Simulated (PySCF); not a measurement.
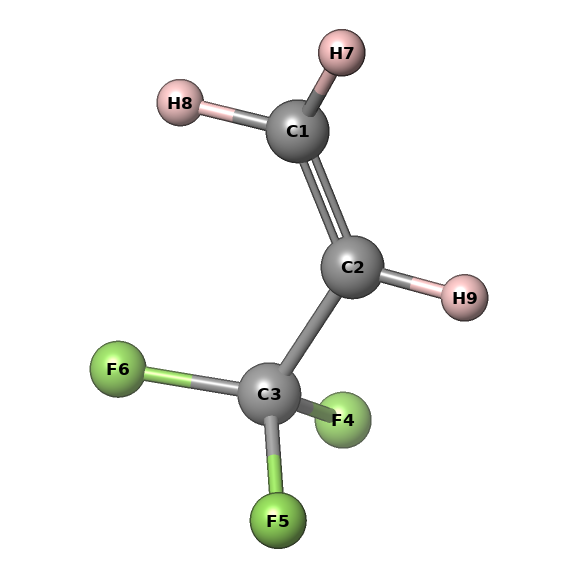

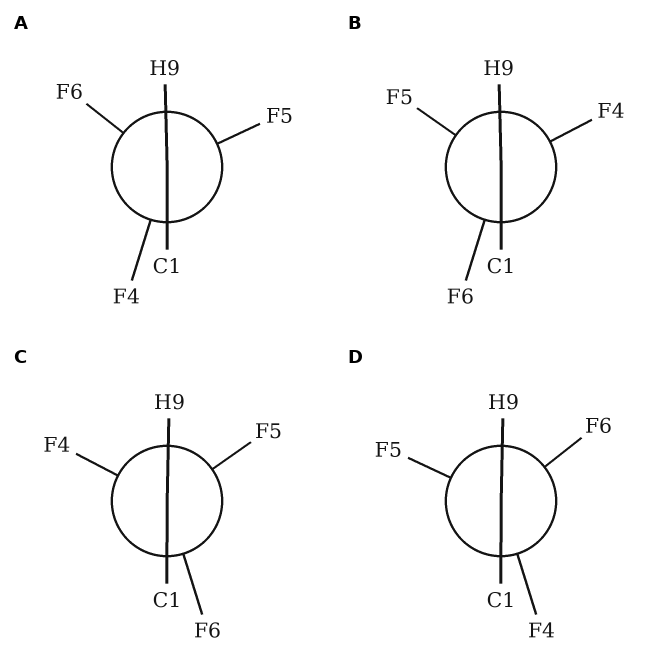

Depth is shown by fading: the farther an atom, the more it takes the colour of the background. Bonds that would overlap in a projection are set slightly apart. Geometry: a frame of a GFN2-xTB molecular-dynamics simulation, not a minimum.

Which Newman projection shows the view along C2–C3, with C2 in front?

C. The torsion angle C1–C2–C3–F4 is 117°, anticlinal.
